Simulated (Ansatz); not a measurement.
# FH3SSiSn: the cost of one run

Method: the settings change from run to run; program: Ansatz 0.2.0, Gaussian basis.

1 further run of the same task is left out (for a known fault of the program).

## Step 1: The molecule

The geometry comes from an earlier relaxation with PBE0-D4 in a triple-zeta def2 set; it is a stationary point, not always the lowest conformer. Sn takes a core potential in def2 sets; no spin-orbit term is included.

7 atoms, charge 0, spin multiplicity 1.

Atoms are counted from 1 here; the program's logs count them from 0.

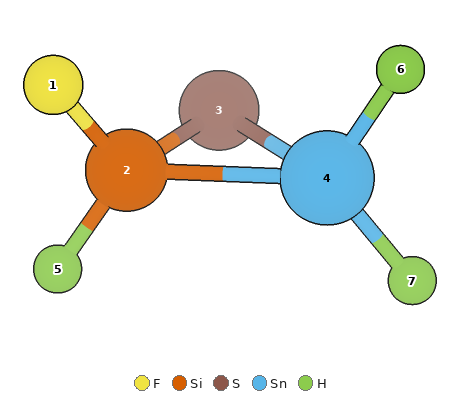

The geometry (fluorine yellow, silicon orange, sulfur brown, tin blue, hydrogen green); atoms are numbered from 1 in the order of the file.

## Step 2: r2SCAN50/ANO-RCC-VTZP

This run has a grid of angular degree 23, D3(BJ) with three-body dispersion.

Contents of in.yaml:

```yaml
crystal:
  periodic: [false, false, false]
  atoms:
    - {symbol: F, position_ang: [0.194923, -1.436700, 1.994103]}
    - {symbol: Si, position_ang: [0.477301, -1.047247, 0.474257]}
    - {symbol: S, position_ang: [-1.116544, -1.095932, -0.856445]}
    - {symbol: Sn, position_ang: [-0.171993, 1.199200, -0.336928]}
    - {symbol: H, position_ang: [1.749745, -1.704559, 0.111548]}
    - {symbol: H, position_ang: [-1.419779, 2.117249, 0.366513]}
    - {symbol: H, position_ang: [0.347546, 1.899889, -1.798848]}
basis:
  gaussian: {orbitals: ANO-RCC-VTZP, final_grid: {core_spheres: 8, valence_spheres: 7, degree: 23}}
hamiltonian: {xc: {name: r2SCAN50}, dispersion: d3bjatm}
```

On the command line:

```sh
$ ansatz run in.yaml --threads 2 --pin off --events-out ev --progress --plain --max-ram 4352MiB
```

Q: Estimate wall time and peak memory on 2 threads of Intel Xeon 6975P-C, shared host.

About 11 s, with a peak of 0.78 GiB.
